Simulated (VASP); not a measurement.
# TaSi2: structure and properties in VASP, part 4 of 4

Aim: relax TaSi2, then compute properties on the relaxed cell. The start is a cell from a database of measured crystal structures.

VASP 6.6.1; vdW-DF2; plane waves and PAW (Ta_pv, Si).

Still holding for the runs below: This run has no spin polarisation. Its electron count is odd, so without a moment it is a metal by construction.

So far. Step 5 (Band structure (vdW-DF2)): There is no gap at this level. Step 6 (Total and projected DOS (vdW-DF2)): The finer mesh and the other smearing move the Fermi level by -0.01 eV from the 5×5×4 run, a small shift, which tests the Fermi level alone. Of the states within 0.3 eV of the Fermi level, the largest shares in the PAW spheres are Ta d 47 % and Si p 10 %. The rest lies in smaller channels or between the spheres. The relaxed cell has a = 4.911, c = 6.695 Å (conventional setting).

The database entry behind the starting cell has ideal inner coordinates that were not refined, so it need not match the best structure at ambient conditions.

## Step 7: Core levels (vdW-DF2)

Core levels shift with the potential at each site, so they tell like atoms on unlike sites apart.

INCAR

```
SYSTEM = TaSi2
PREC = Accurate
ENCUT = 400
EDIFF = 1E-06
NELM = 100
ISMEAR = 0
SIGMA = 0.05
LREAL = .FALSE.
ALGO = Normal
GGA = ML
AGGAC = 0
LUSE_VDW = .TRUE.
ZAB_VDW = -1.8867
LASPH = .TRUE.
NBANDS = 37
LORBIT = 11
LWAVE = .FALSE.
LCHARG = .FALSE.
KPAR = 4
ICORELEVEL = 1
```

POSCAR

```
TaSi2
1.0
    4.9110280863      0.0000000000      0.0000000000
   -2.4555140432      4.2530750815      0.0000000000
    0.0000000000      0.0000000000      6.6952973618
Ta Si
3 6
Direct
    0.0000000000      0.5000000000      0.1666666667
    0.5000000000      0.5000000000      0.8333333333
    0.5000000000      0.0000000000      0.5000000000
    0.3175932951      0.1587966475      0.1666666667
    0.1587966475      0.8412033525      0.8333333333
    0.8412033525      0.6824067049      0.5000000000
    0.6824067049      0.8412033525      0.1666666667
    0.8412033525      0.1587966475      0.8333333333
    0.1587966475      0.3175932951      0.5000000000
```

KPOINTS

```
Automatic mesh
0
Gamma
5 5 4
0 0 0
```

Potentials, in the order of the species: Ta_pv and Si (PBE family, release 64).

Launch:

```console
mpirun -np 4 vasp_std
```

Log:

```text
[... set-up lines as in an earlier step ...]
 entering main loop
       N       E                     dE             d eps       ncg     rms          rms(c)
DAV:   1     0.362283879602E+03    0.36228E+03   -0.24371E+04  1134   0.117E+03
DAV:   2    -0.321276649109E+02   -0.39441E+03   -0.38450E+03  1308   0.322E+02
DAV:   3    -0.490810728136E+02   -0.16953E+02   -0.16643E+02  1460   0.605E+01
DAV:   4    -0.493982908456E+02   -0.31722E+00   -0.31587E+00  1372   0.838E+00
DAV:   5    -0.494041831330E+02   -0.58923E-02   -0.58859E-02  1397   0.115E+00    0.262E+01
DAV:   6    -0.468570159170E+02    0.25472E+01   -0.15247E+01  1439   0.158E+01    0.110E+01
DAV:   7    -0.468490004984E+02    0.80154E-02   -0.86041E-01  1362   0.396E+00    0.504E+00
DAV:   8    -0.468659629713E+02   -0.16962E-01   -0.10490E-01  1444   0.190E+00    0.430E-01
DAV:   9    -0.468695201603E+02   -0.35572E-02   -0.12729E-02  1484   0.472E-01    0.216E-01
DAV:  10    -0.468711782445E+02   -0.16581E-02   -0.44787E-03  1359   0.340E-01    0.403E-02
DAV:  11    -0.468712272057E+02   -0.48961E-04   -0.14815E-04  1396   0.694E-02    0.167E-02
DAV:  12    -0.468712441886E+02   -0.16983E-04   -0.58797E-05  1311   0.432E-02    0.472E-03
DAV:  13    -0.468712459996E+02   -0.18110E-05   -0.43113E-06  1292   0.107E-02    0.265E-03
DAV:  14    -0.468712465957E+02   -0.59615E-06   -0.22779E-06  1087   0.824E-03
   1 F= -.46871247E+02 E0= -.46870139E+02  d E =-.221594E-02
```

Run time: 2.2 min. Hardware: 4 MPI ranks of Intel Xeon Platinum 8488C (Sapphire Rapids), shared host; peak memory 2 GiB.

From OUTCAR (step 7):

```text
   NELECT =      57.0000    total number of electrons

 the core state eigenenergies are
   1-  1s -67329.5557  2s -11555.2667  2p -10122.4478  3s  -2636.7831  3p  -2210.8255
       3d  -1714.5588  4s   -526.8141  4p   -387.1279  4d   -208.5131  4f    -11.1383
       5s    -59.3043
   2-  1s -67329.5557  2s -11555.2667  2p -10122.4478  3s  -2636.7831  3p  -2210.8255
       3d  -1714.5588  4s   -526.8141  4p   -387.1279  4d   -208.5131  4f    -11.1383
       5s    -59.3043
   3-  1s -67329.5557  2s -11555.2667  2p -10122.4478  3s  -2636.7831  3p  -2210.8255
       3d  -1714.5588  4s   -526.8141  4p   -387.1279  4d   -208.5131  4f    -11.1383
       5s    -59.3043
   4-  1s  -1771.0233  2s   -124.9989  2p    -81.0216
   5-  1s  -1771.0233  2s   -124.9989  2p    -81.0216
   6-  1s  -1771.0233  2s   -124.9989  2p    -81.0216
   7-  1s  -1771.0233  2s   -124.9989  2p    -81.0216
   8-  1s  -1771.0233  2s   -124.9989  2p    -81.0216
   9-  1s  -1771.0233  2s   -124.9989  2p    -81.0216

 E-fermi :   8.6377

 k-point     5 :       0.4000    0.2000    0.0000
  band No.  band energies     occupation
    ...
     23       6.3541      2.00000
     24       6.8666      2.00000
     25       6.9138      2.00000
     26       7.2987      2.00000
     27       7.5676      2.00000
     28       8.8585      0.00000
     29       8.9089      0.00000
     30       9.3744      0.00000
     31       9.9099      0.00000
     32      10.5047      0.00000
    ...

Total vdW correction in eV:      5.7721882

  Total       -0.0019185     -0.0019185     -0.0354259      0.0000000     -0.0000000      0.0000000
  in kB       -0.0219799     -0.0219799     -0.4058691      0.0000000     -0.0000000      0.0000000
  external PRESSURE =      -0.1499430 kB  Pullay stress =       0.0000000 kB

 POSITION                                       TOTAL-FORCE (eV/Angst)
 -----------------------------------------------------------------------------------
     -1.22776      2.12654      1.11588         0.000000      0.000000     -0.000000
      1.22776      2.12654      5.57941         0.000000      0.000000      0.000000
      2.45551      0.00000      3.34765         0.000000     -0.000000      0.000000
      1.16978      0.67537      1.11588        -0.004195     -0.002422      0.000000
     -1.28573      3.57770      5.57941        -0.004195      0.002422     -0.000000
      2.45551      2.90233      3.34765        -0.000000      0.004844      0.000000
      1.28573      3.57770      1.11588         0.004195      0.002422     -0.000000
      3.74125      0.67537      5.57941         0.004195     -0.002422     -0.000000
     -0.00000      1.35075      3.34765         0.000000     -0.004844      0.000000
 -----------------------------------------------------------------------------------
    total drift:                                0.000000     -0.000000      0.000000

  FREE ENERGIE OF THE ION-ELECTRON SYSTEM (eV)
  ---------------------------------------------------
  free  energy   TOTEN  =       -46.8712465957 eV

  energy  without entropy=      -46.8690306556  energy(sigma->0) =      -46.87013863

Total vdW correction in eV:      5.7721764

[... 15 parts as in an earlier step ...]

[... 1 further part left out ...]
```

These are scalar-relativistic Kohn-Sham levels of the ground state, with no core hole, so they are not binding energies.

Numbers from this step:

```
bands                : 37
irreducible k-points : 15
free energy (TOTEN)  : -46.87 eV
Fermi energy         : 8.638 eV
pressure             : -0.01499 GPa
```

Kohn-Sham core levels. Core levels, by row, the first 40 of 51 rows:

| atom | shell | level below the Fermi level (eV) |
| --- | --- | --- |
| Ta1 | 1s | 67338 |
| Ta1 | 2s | 11564 |
| Ta1 | 2p | 10131 |
| Ta1 | 3s | 2645 |
| Ta1 | 3p | 2219 |
| Ta1 | 3d | 1723 |
| Ta1 | 4s | 535.5 |
| Ta1 | 4p | 395.8 |
| Ta1 | 4d | 217.2 |
| Ta1 | 4f | 19.78 |
| Ta1 | 5s | 67.94 |
| Ta2 | 1s | 67338 |
| Ta2 | 2s | 11564 |
| Ta2 | 2p | 10131 |
| Ta2 | 3s | 2645 |
| Ta2 | 3p | 2219 |
| Ta2 | 3d | 1723 |
| Ta2 | 4s | 535.5 |
| Ta2 | 4p | 395.8 |
| Ta2 | 4d | 217.2 |
| Ta2 | 4f | 19.78 |
| Ta2 | 5s | 67.94 |
| Ta3 | 1s | 67338 |
| Ta3 | 2s | 11564 |
| Ta3 | 2p | 10131 |
| Ta3 | 3s | 2645 |
| Ta3 | 3p | 2219 |
| Ta3 | 3d | 1723 |
| Ta3 | 4s | 535.5 |
| Ta3 | 4p | 395.8 |
| Ta3 | 4d | 217.2 |
| Ta3 | 4f | 19.78 |
| Ta3 | 5s | 67.94 |
| Si4 | 1s | 1780 |
| Si4 | 2s | 133.6 |
| Si4 | 2p | 89.66 |
| Si5 | 1s | 1780 |
| Si5 | 2s | 133.6 |
| Si5 | 2p | 89.66 |
| Si6 | 1s | 1780 |

Atoms of one element give levels within 0.1 eV of each other.

## Step 8: Optical spectrum (vdW-DF2)

LOPTICS sums transitions from filled to empty bands. The mesh is finer than in the run before. NBANDS is raised for it.

Changes to INCAR since step 7:

```diff
@@ -14,3 +14,3 @@
 LASPH = .TRUE.
-NBANDS = 37
+NBANDS = 100
 LORBIT = 11
@@ -19,2 +19,4 @@
 KPAR = 4
-ICORELEVEL = 1
+LOPTICS = .TRUE.
+NEDOS = 1500
+CSHIFT = 0.1
```

POSCAR is that of step 7.

KPOINTS

```
Automatic mesh
0
Gamma
8 8 5
0 0 0
```

Launch:

```console
mpirun -np 4 vasp_std
```

Log:

```text
[... set-up lines as in an earlier step ...]
 entering main loop
       N       E                     dE             d eps       ncg     rms          rms(c)
DAV:   1     0.410742493511E+03    0.41074E+03   -0.18336E+04  6000   0.434E+02
DAV:   2    -0.259298318725E+02   -0.43667E+03   -0.41073E+03  6792   0.161E+02
DAV:   3    -0.492490010639E+02   -0.23319E+02   -0.22795E+02  7264   0.373E+01
DAV:   4    -0.494190144268E+02   -0.17001E+00   -0.16984E+00  6944   0.317E+00
DAV:   5    -0.494199980119E+02   -0.98359E-03   -0.98351E-03  6976   0.252E-01    0.262E+01
DAV:   6    -0.468940630409E+02    0.25259E+01   -0.20231E+00  6964   0.584E+00    0.109E+01
DAV:   7    -0.468641094003E+02    0.29954E-01   -0.47090E-01  6584   0.149E+00    0.514E+00
DAV:   8    -0.468814117156E+02   -0.17302E-01   -0.72108E-02  6828   0.797E-01    0.417E-01
DAV:   9    -0.468860875890E+02   -0.46759E-02   -0.51549E-03  6672   0.180E-01    0.188E-01
DAV:  10    -0.468879748971E+02   -0.18873E-02   -0.21842E-03  6748   0.112E-01    0.571E-02
DAV:  11    -0.468880290513E+02   -0.54154E-04   -0.12384E-04  7128   0.251E-02    0.201E-02
DAV:  12    -0.468880446382E+02   -0.15587E-04   -0.31083E-05  6556   0.129E-02    0.592E-03
DAV:  13    -0.468880467854E+02   -0.21471E-05   -0.29049E-06  6784   0.378E-03    0.215E-03
DAV:  14    -0.468880475946E+02   -0.80925E-06   -0.14148E-06  6188   0.256E-03
   1 F= -.46888048E+02 E0= -.46886546E+02  d E =-.300223E-02
 optical routines
 imaginary and real dielectric function
 recalculating local potential from charge density
 direction            1
 direction            2
 direction            3
```

The job ended after 3.4 min (4 MPI ranks; peak memory 2.4 GiB; 13 min of CPU time).

OUTCAR, selected parts (step 8):

```text
   k-points           NKPTS =     30   k-points in BZ     NKDIM =     30   number of bands    NBANDS=    100

   NELECT =      57.0000    total number of electrons

 E-fermi :   8.6358

 k-point     1 :       0.0000    0.0000    0.0000
  band No.  band energies     occupation
    ...
     25       6.4115      2.00000
     26       6.4115      2.00000
     27       6.6714      2.00000
     28       6.6714      2.00000
     29       7.2989      2.00000
     30       9.5304      0.00000
     31      11.5175      0.00000
     32      11.5175      0.00000
     33      11.5266      0.00000
     34      11.8057      0.00000
    ...

  Total        0.3588525      0.3588525     -0.6214387     -0.0000000      0.0000000      0.0000000
  in kB        4.1113190      4.1113190     -7.1197307     -0.0000000      0.0000000      0.0000000
  external PRESSURE =       0.3676358 kB  Pullay stress =       0.0000000 kB

 POSITION                                       TOTAL-FORCE (eV/Angst)
 -----------------------------------------------------------------------------------
     -1.22776      2.12654      1.11588         0.000000      0.000000     -0.000000
      1.22776      2.12654      5.57941         0.000000     -0.000000     -0.000000
      2.45551      0.00000      3.34765         0.000000      0.000000     -0.000000
      1.16978      0.67537      1.11588        -0.017869     -0.010317      0.000000
     -1.28573      3.57770      5.57941        -0.017869      0.010317      0.000000
      2.45551      2.90233      3.34765        -0.000000      0.020633     -0.000000
      1.28573      3.57770      1.11588         0.017869      0.010317     -0.000000
      3.74125      0.67537      5.57941         0.017869     -0.010317      0.000000
     -0.00000      1.35075      3.34765         0.000000     -0.020633     -0.000000
 -----------------------------------------------------------------------------------
    total drift:                                0.000000     -0.000000      0.000000

  FREE ENERGIE OF THE ION-ELECTRON SYSTEM (eV)
  ---------------------------------------------------
  free  energy   TOTEN  =       -46.8880475946 eV

  energy  without entropy=      -46.8850453663  energy(sigma->0) =      -46.88654648

Total vdW correction in eV:      5.7727938

Total vdW correction in eV:      5.7727938

 plasma frequency squared (from intraband transitions) (eV^2)
  --------------------------------------------------------------------------------------
       7.503      -0.000      -0.000
      -0.000       7.503       0.000
      -0.000       0.000       3.799

[... 8 parts as in an earlier step ...]

[... 8 further parts left out ...]
```

These are independent-particle spectra without excitons or local fields, and fine structure depends on the mesh and on CSHIFT. The intraband (Drude) part is not in this spectrum.

Numbers from this step:

| Quantity | Value |
| --- | --- |
| bands | 100 |
| irreducible k-points | 30 |
| free energy (TOTEN) | -46.89 eV |
| energy at zero smearing | -46.89 eV |
| Fermi energy | 8.636 eV |
| pressure | 0.03676 GPa |

The imaginary dielectric function has structure finer than the step of the table below, so its rows give means over 2 eV, whole bins alone (the curve runs from 0 to 25.0 eV). Peaks (eV: height): xx 0.5: 37.3, 1.4: 20.6, 2.2: 34.2; zz 0.6: 25.8, 1.1: 27.4, 2.8: 29.1, 3.9: 28.5.

Imaginary dielectric function against photon energy; means over each step:

| photon energy (eV) | xx | zz |
| --- | --- | --- |
| 2 | 24.7 | 22.0 |
| 4 | 20.6 | 24.3 |
| 6 | 14.2 | 13.4 |
| 8 | 4.78 | 4.15 |
| 10 | 1.59 | 1.61 |
| 12 | 0.729 | 0.680 |
| 14 | 0.385 | 0.382 |
| 16 | 0.241 | 0.245 |
| 18 | 0.166 | 0.182 |
| 20 | 0.125 | 0.139 |
| 22 | 0.110 | 0.111 |

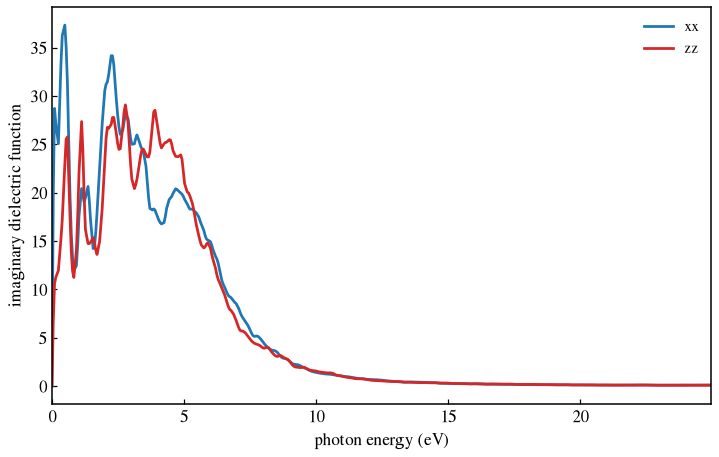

Imaginary dielectric function, plotted against photon energy.

The real dielectric function by photon energy:

| photon energy (eV) | xx | zz |
| --- | --- | --- |
| 0.0 | 93.0 | 58.2 |
| 2.5 | 9.69 | 15.6 |
| 5.0 | -2.22 | -7.24 |
| 7.5 | -7.82 | -7.37 |
| 10.0 | -3.82 | -3.67 |
| 12.5 | -1.86 | -1.81 |
| 15.0 | -0.826 | -0.823 |
| 17.5 | -0.267 | -0.262 |
| 20.0 | 0.103 | 0.0973 |
| 22.5 | 0.345 | 0.325 |

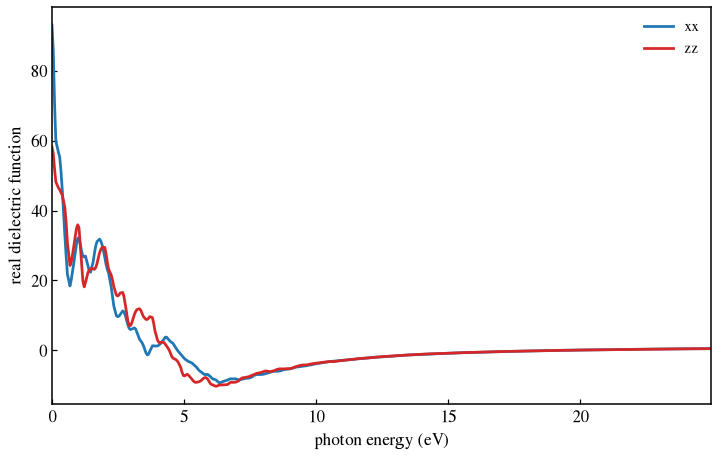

Real dielectric function against photon energy.

## Step 9: Density of states (vdW-DF2), changed input

This run is made with a changed input; what comes of it follows.

INCAR

```
SYSTEM = TaSi2
PREC = Accurate
ENCUT = 400
EDIFF = 1E-06
NELM = 65
ISMEAR = -5
SIGMA = 0.05
LREAL = .FALSE.
ALGO = Eigenval
GGA = ML
AGGAC = 0
LUSE_VDW = .TRUE.
ZAB_VDW = -1.8867
LASPH = .TRUE.
NBANDS = 50
LORBIT = 11
LWAVE = .FALSE.
LCHARG = .FALSE.
KPAR = 4
NEDOS = 2001
```

POSCAR is that of step 8.

KPOINTS is that of step 8.

Launch:

```console
mpirun -np 4 vasp_std
```

Log:

```text
[... set-up lines as in an earlier step ...]
 entering main loop
       N       E                     dE             d eps       ncg     rms          rms(c)
EIG:   1     0.345236534674E+04    0.34524E+04    0.00000E+00     0   0.000E+00
EIG:   2     0.345236534674E+04    0.22737E-10    0.00000E+00     0   0.000E+00
EIG:   3     0.345236534674E+04    0.32742E-10    0.00000E+00     0   0.000E+00
EIG:   4     0.345236534674E+04    0.90949E-12    0.00000E+00     0   0.000E+00
EIG:   5     0.345236534674E+04   -0.90949E-12    0.00000E+00     0   0.000E+00    0.430E+02
EIG:   6     0.369138084125E+04    0.23902E+03    0.00000E+00     0   0.000E+00    0.259E+02
EIG:   7     0.389513531167E+04    0.20375E+03    0.00000E+00     0   0.000E+00    0.667E+00
EIG:   8     0.390354893621E+04    0.84136E+01    0.00000E+00     0   0.000E+00    0.110E+00
EIG:   9     0.390384268937E+04    0.29375E+00    0.00000E+00     0   0.000E+00    0.399E-01
EIG:  10     0.390386400709E+04    0.21318E-01    0.00000E+00     0   0.000E+00    0.324E-02
EIG:  11     0.390386415575E+04    0.14866E-03    0.00000E+00     0   0.000E+00    0.187E-02
EIG:  12     0.390386422626E+04    0.70505E-04    0.00000E+00     0   0.000E+00    0.223E-03
EIG:  13     0.390386422651E+04    0.25006E-06    0.00000E+00     0   0.000E+00
 -----------------------------------------------------------------------------
|                                                                             |
|           W    W    AA    RRRRR   N    N  II  N    N   GGGG   !!!           |
|           W    W   A  A   R    R  NN   N  II  NN   N  G    G  !!!           |
|           W    W  A    A  R    R  N N  N  II  N N  N  G       !!!           |
|           W WW W  AAAAAA  RRRRR   N  N N  II  N  N N  G  GGG   !            |
|           WW  WW  A    A  R   R   N   NN  II  N   NN  G    G                |
|           W    W  A    A  R    R  N    N  II  N    N   GGGG   !!!           |
|                                                                             |
|     Your highest band is occupied at some k-points! Unless you are          |
|     performing a calculation for an insulator or semiconductor, without     |
|     unoccupied bands, you have included TOO FEW BANDS!! Please increase     |
|     the parameter NBANDS in file INCAR to ensure that the highest band      |
|     is unoccupied at all k-points. It is always recommended to include      |
|     a few unoccupied bands to accelerate the convergence of                 |
|     molecular-dynamics runs (even for insulators or semiconductors),        |
|     since the presence of unoccupied bands improves wavefunction            |
|     prediction and helps to suppress 'band-crossings'.                      |
|                                                                             |
 -----------------------------------------------------------------------------

   1 F= 0.39038642E+04 E0= 0.39038642E+04  d E =0.000000E+00
 [... a notice as in an earlier step ...]
```

It took 1.8 min on 4 MPI ranks; peak memory 2.1 GiB.

From OUTCAR (step 9):

```text
   NELECT =      57.0000    total number of electrons

 E-fermi :  19.3985

 k-point     1 :       0.0000    0.0000    0.0000
  band No.  band energies     occupation
    ...
     46     102.1259      2.00000
     47     103.1040      2.00000
     48     106.2165      2.00000
     49     109.0052      2.10921
     50     114.9721      2.00000

Total vdW correction in eV:      1.8218314

  Total     1329.5959563   1329.5959564   1445.2785433     -0.0000000      0.0000000      0.0000000
  in kB    15232.9820469  15232.9820474  16558.3401467     -0.0000002      0.0000000      0.0000000
  external PRESSURE =   15674.7680803 kB  Pullay stress =       0.0000000 kB

 POSITION                                       TOTAL-FORCE (eV/Angst)
 -----------------------------------------------------------------------------------
     -1.22776      2.12654      1.11588         0.000000     -0.000000      0.000000
      1.22776      2.12654      5.57941         0.000000     -0.000000      0.000000
      2.45551      0.00000      3.34765         0.000000     -0.000000     -0.000000
      1.16978      0.67537      1.11588       -10.933392     -6.312397     -0.000000
     -1.28573      3.57770      5.57941       -10.933392      6.312397      0.000000
      2.45551      2.90233      3.34765        -0.000000     12.624794     -0.000000
      1.28573      3.57770      1.11588        10.933392      6.312397     -0.000000
      3.74125      0.67537      5.57941        10.933392     -6.312397      0.000000
     -0.00000      1.35075      3.34765         0.000000    -12.624794      0.000000
 -----------------------------------------------------------------------------------
    total drift:                                0.000000     -0.000000      0.000000

  FREE ENERGIE OF THE ION-ELECTRON SYSTEM (eV)
  ---------------------------------------------------
  free  energy   TOTEN  =      3903.8642265053 eV

  energy  without entropy=     3903.8642265053  energy(sigma->0) =     3903.86422651

Total vdW correction in eV:      1.8218296

[... 9 parts as in an earlier step ...]

[... 8 further parts left out ...]
```

Convergence was reached, but on settings outside the sound range, so the numbers are no properties of the crystal.

Against the sound run on this cell (total and projected DOS (vdW-DF2)) the energy at zero smearing moves by +438971.9 meV an atom and the pressure by +1567.42 GPa.

With this ALGO nothing was iterated to self-consistency, so the run only appears to have converged.

The fault in the input: no self-consistency without orbitals (ALGO = "Eigenval"). This ALGO needs a converged WAVECAR; use ALGO = Normal first.

## Step 10: What came out

```yaml
relaxed_volume: 15.54 Å³/atom
relaxed_conventional_cell_a_b_c: 4.911, 4.911, 6.695 Å; angles 90.0, 90.0, 120.0°
space_group_after_relaxing_within_0p02_a: P6_222 (No. 180)
band_gap: none, a metal
dos_at_the_fermi_level: 4.03 states/eV/cell
shallowest_level_of_the_frozen_cores: Ta1 4f, 19.8 eV deep
```

**Reading.** With vdW-DF2, TaSi2 relaxes to 15.54 Å³/atom in space group P6_222 (held by the symmetry of the run) and comes out as a metal. Against the listed cell the volume lies +7.7 % (a +2.7 %, c +2.0 %). Band structure (vdW-DF2): Of the bands kept, 2 cross the Fermi level on this path. Spin-orbit coupling is left out, and with elements this heavy it would split and shift bands near the Fermi level. The k-sampling is coarse for a metal, so the Fermi level, pressures and the shape of the cell carry errors. With an odd electron count and no spin the cell is a metal by construction. No search among competing phases was made, and a listed structure need not be the one stable at ambient conditions. All values are for a static lattice at zero temperature.

[Lines on the potential files, build, host, timing and source positions are cut from VASP's logs without a mark.]

[Logs are printed without paths, hosts, clocks, repeated set-up lines and the standing remarks that a program may print on its own settings, such as how far it seeks lower states.]

[Hosts, paths, dates, database ids (printed as entryN), source tags and the programs' standing remarks are cut or masked in the printed files.]

[A measured line is paired with the nearest computed mode of its activity, which favours agreement.]
